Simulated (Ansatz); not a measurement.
BF3H5NSi

The calculation's input:

```
crystal:
  periodic: [false, false, false]
  atoms:
    - {symbol: F, position_ang: [-1.587373, -1.500868, 0.055003]}
    - {symbol: B, position_ang: [-0.221757, -1.445079, -0.019553]}
    - {symbol: F, position_ang: [0.392666, -1.381104, 1.212221]}
    - {symbol: F, position_ang: [0.333096, -2.365582, -0.863177]}
    - {symbol: N, position_ang: [0.099678, 0.046373, -0.711436]}
    - {symbol: Si, position_ang: [0.159359, 1.356711, 0.535825]}
    - {symbol: H, position_ang: [-0.619106, 0.208456, -1.412318]}
    - {symbol: H, position_ang: [0.982064, -0.036738, -1.210853]}
    - {symbol: H, position_ang: [1.466582, 1.249273, 1.208755]}
    - {symbol: H, position_ang: [0.059517, 2.642234, -0.199499]}
    - {symbol: H, position_ang: [-0.999326, 1.169222, 1.425433]}
basis:
  gaussian: {orbitals: def2-TZVPP}
hamiltonian: {xc: pbe0, dispersion: d4}
output: {orbitals: {seedname: orbitals}}
```

Run with:

```sh
ansatz run in.yaml --threads 4 --pin off --events-out ev --progress --plain --max-ram 10444MiB
```

Geometry: PBE0-D4/def2-TZVP.

These are results of RKS PBE0-D4/def2-TZVPP (Ansatz), not measurements.

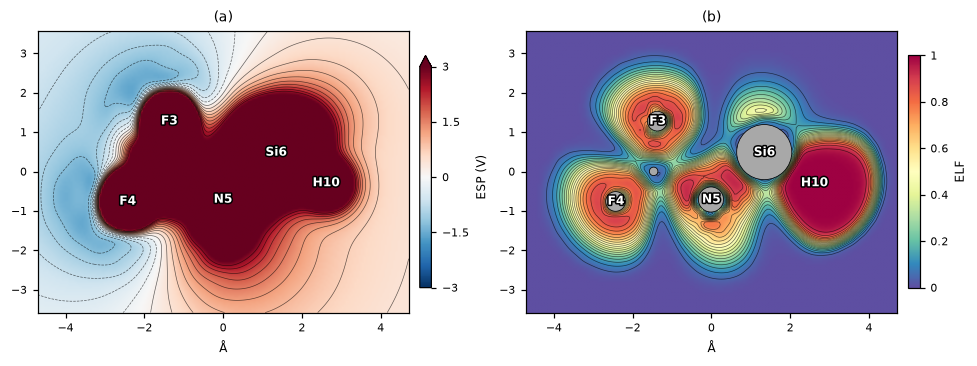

Figure 1. (a) molecular electrostatic potential; (b) electron localisation function on the plane of atoms N5, Si6 and H10. Grey discs cover the atomic cores in the ELF map.

Question: Interpret the plot.

Answer:
- The plane passes through F, N, Si and H nuclei.
- Si–N (1.81 Å): the ELF peaks at about 0.95 between the atoms, as expected for a shared but strongly polarised pair.
- Si–H (1.48 Å): the ELF climbs to about 1 towards the hydrogen, as it does in any bond to H.
- The ELF also peaks beside F4 and F3, away from the bonds: lone-pair regions.
- Outside the dense part of the molecule the potential is most negative (−1.6 V) near F3.

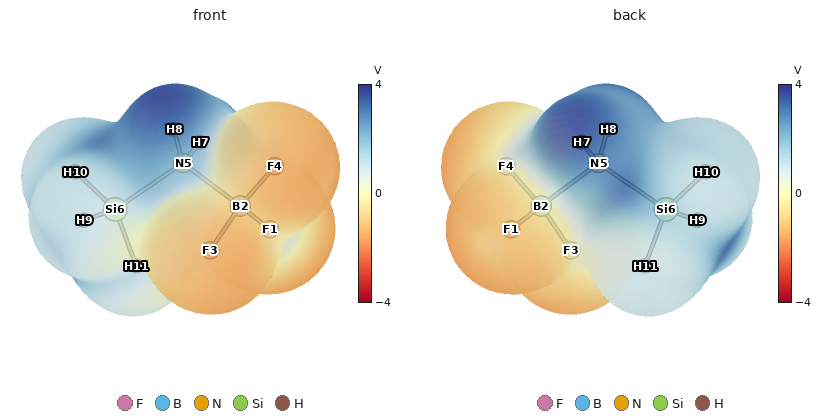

Figure 2. The electrostatic potential painted on the density surface at 0.004 e/bohr³, seen from the front and from behind; the colour scale runs from red (negative) to blue (positive).

Question: Where is the surface potential most negative and most positive?

Answer: The most negative region (about −1.6 V) lies over F1 and F4, the most positive (about +3.8 V) over H7 and H8.

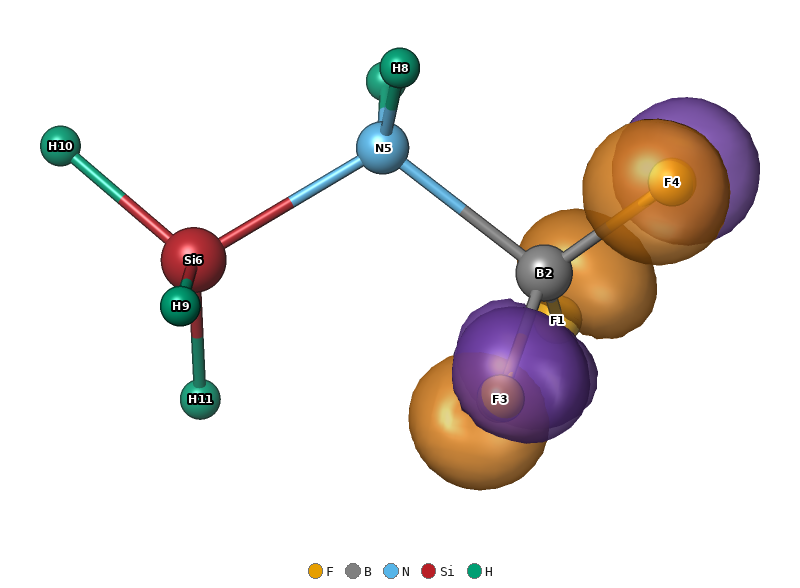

Figure 3. The HOMO−1 at ±0.2 Å⁻³ᐟ² (orange and purple are the two phases), seen across its widest extent.

Question: Describe this orbital and give its energy.

Answer: It lies mainly on F1 (about 35 %), F4 (about 35 %) and F3 (about 30 %); largely a combination of lone pairs on F1, F4 and F3. Its energy is −10.28 eV.
